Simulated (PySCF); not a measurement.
# C2HFO4Si: electronic excitations and core binding energies

Aim: predict the electronic excitations and core binding energies of C2HFO4Si (`O=C1O[SiH](F)OC1=O`).

Computed with PySCF 2.14.0, with density-fitted response routines of our own, on a single molecule in the gas phase. Atoms count from 0, in the outputs and in this text.

## (1) The molecule as given

9 atoms, charge 0, multiplicity 1; geometry from: GFN2-xTB.

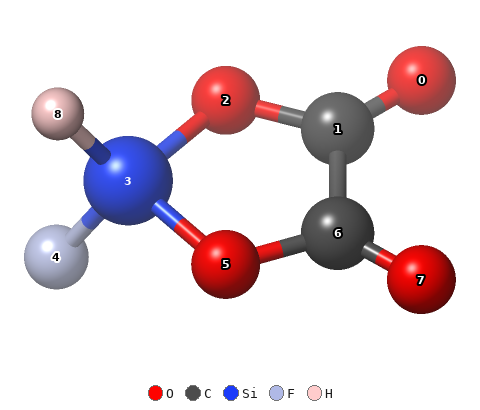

As it starts; oxygen red, carbon dark grey, silicon blue, fluorine light blue, hydrogen pink, atoms numbered; sticks join atoms by distance.

## (2) TDDFT and polarisability: B3LYP/def2-SVPD

What the job is given:

```
{"job": {"kind": "uv", "xc": "B3LYP", "basis": "def2-SVPD", "nstates": 8, "ntriplets": 3}, "charge": 0, "multiplicity": 1}
O      1.843684     1.652390     0.233270
C      0.964387     0.865685     0.120773
O     -0.341120     1.149922     0.291649
Si    -1.321771    -0.158574     0.114789
F     -2.259420     0.053302    -1.145654
O     -0.109282    -1.198570    -0.276383
C      1.112173    -0.632046    -0.238321
O      2.126553    -1.207956    -0.447880
H     -2.001641    -0.518160     1.322577
```

With the program's defaults for keys left out, this is: TDDFT B3LYP/def2-SVPD, vertical, gas phase, core orbitals frozen in the response.

**Question.** This job is followed by: delta-SCF UKS SCAN, pcX-2 on the ionised atom, pcseg-1 elsewhere, spin-free X2C. What will the session give for the following? lowest singlet (B3LYP/def2-SVPD); brightest single state of those computed; lowest triplet; O1s binding energies, SCAN/pcX-2; C1s binding energies, SCAN/pcX-2; Si1s binding energies, SCAN/pcX-2; Si2p binding energies, SCAN/pcX-2; F1s binding energies, SCAN/pcX-2.

The runs gave:

| quantity | value |
| --- | --- |
| lowest singlet (B3LYP/def2-SVPD) | 4.17 eV (298 nm), f = 0.000 |
| brightest single state of those computed | state 5, 7.14 eV, f = 0.098 |
| lowest triplet | 3.62 eV |
| O1s binding energies, SCAN/pcX-2 | O2 540.51, O0 539.22 eV |
| C1s binding energies, SCAN/pcX-2 | C1 296.21 eV |
| Si1s binding energies, SCAN/pcX-2 | Si3 1850.69 eV |
| Si2p binding energies, SCAN/pcX-2 | Si3 110.73 eV |
| F1s binding energies, SCAN/pcX-2 | F4 694.15 eV |

**Reading.** The first singlet state (HOMO→LUMO 0.99) lies at 4.17 eV and is dark; of the 8 states computed, the strongest absorption comes from state 5 at 7.14 eV. The lowest triplet lies 0.55 eV below the lowest singlet (triplets in Tamm-Dancoff, singlets in full TDDFT). The O1s levels kept as sound span 1.30 eV, from O0 (carbonyl oxygen) up to O2 (oxygen bonded to C, Si, in a 5-membered ring).
